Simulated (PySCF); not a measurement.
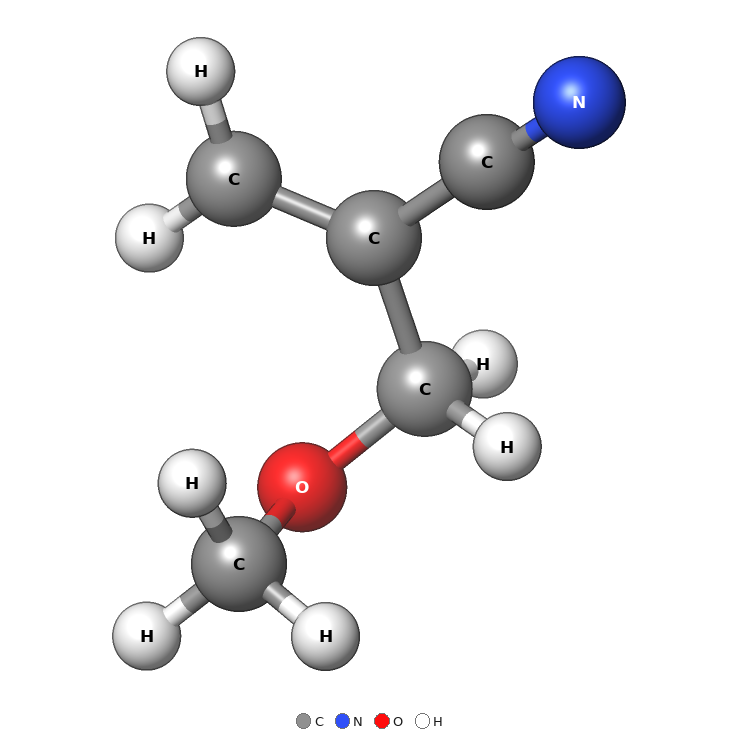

Every bond is drawn as one stick, whatever its order.

Computed geometry: GFN2-xTB optimisation. No frequency run is at hand to confirm it as a minimum.

What is the molecular formula?

C5H7NO, 14 atoms: 5 carbon, 7 hydrogen, 1 nitrogen and 1 oxygen.

Name some functional groups or characteristic bonds that it holds.

Among them: ether, nitrile, alkene.

Give a SMILES string for it.

C=C(C#N)COC

What is the point group of this geometry?

C1.

More results for the same structure follow; atom numbers are the same in all pictures, views and colours differ.

### Geometry

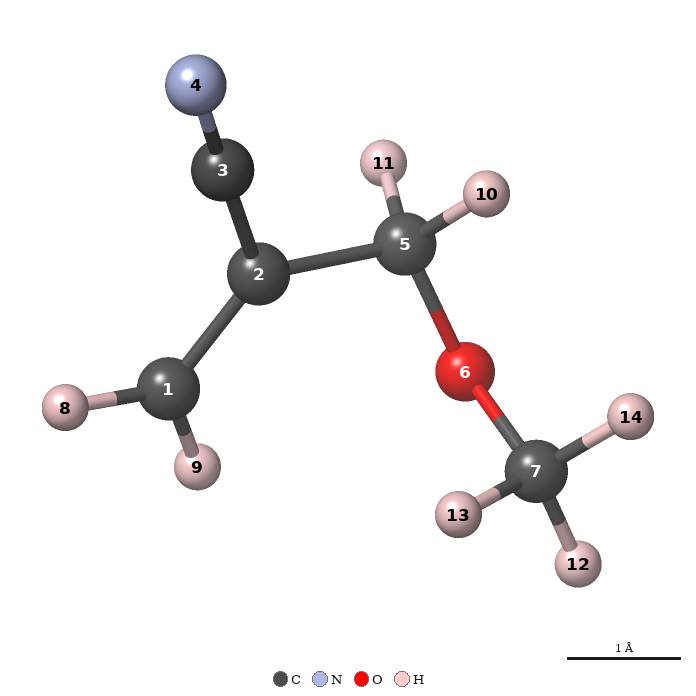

Atoms carry their numbers in the input. No frequency run is at hand to confirm it as a minimum.

Which atoms are bonded, and how long are the bonds?

```tsv
bond	length (Å)	order
C1–C2	1.331	double
C1–H8	1.077	single
C1–H9	1.077	single
C2–C3	1.414	single
C2–C5	1.518	single
C3–N4	1.146	triple
C5–O6	1.403	single
C5–H10	1.101	single
C5–H11	1.096	single
O6–C7	1.408	single
C7–H12	1.088	single
C7–H13	1.096	single
C7–H14	1.097	single
```

### Electronic properties

No frequency run is at hand to confirm it as a minimum. Method: B3LYP/pcJ-1, gas phase (PySCF 2.14.0).

Predict the main results.

- dipole moment: 3.27 D
- HOMO energy (Kohn–Sham orbital): −7.85 eV
- LUMO energy (Kohn–Sham orbital): −1.74 eV
- HOMO–LUMO gap: 6.11 eV

### Spin–spin coupling

No frequency run is at hand to confirm it as a minimum. Method: B3LYP/pcJ-1 indirect spin-spin coupling, non-relativistic, gas phase (PySCF 2.14.0). Isotopes: 13C, 1H, 15N, 17O.

Give the spin–spin coupling constants of these pairs, with the number of bonds between them: C3/N4, C2/N4, C1/N4, N4/C5.

```
  pair  bonds apart  J (Hz)
C3, N4            1   −22.4
C2, N4            2     3.8
C1, N4            3    −1.8
N4, C5            3    −0.7
```

### Quadrupole coupling

No frequency run is at hand to confirm it as a minimum. Electric field gradients from the ground-state density, B3LYP/pcJ-1 (PySCF 2.14.0), non-relativistic apart from any core potentials.

Give the largest field-gradient component, the quadrupole coupling constant and the asymmetry for 14N at N4 (Q = 20.44 mb), 17O at O6 (Q = −25.6 mb), 2H at H8 (Q = 2.86 mb), 2H at H9 (Q = 2.86 mb).

| atom | V_zz (a.u.) | e²qQ/h (MHz) | η |
| --- | --- | --- | --- |
| N4 | −0.981 | −4.71 | 0.04 |
| O6 | 1.997 | −12.01 | 0.95 |
| H8 | 0.321 | 0.216 | 0.05 |
| H9 | 0.318 | 0.214 | 0.03 |
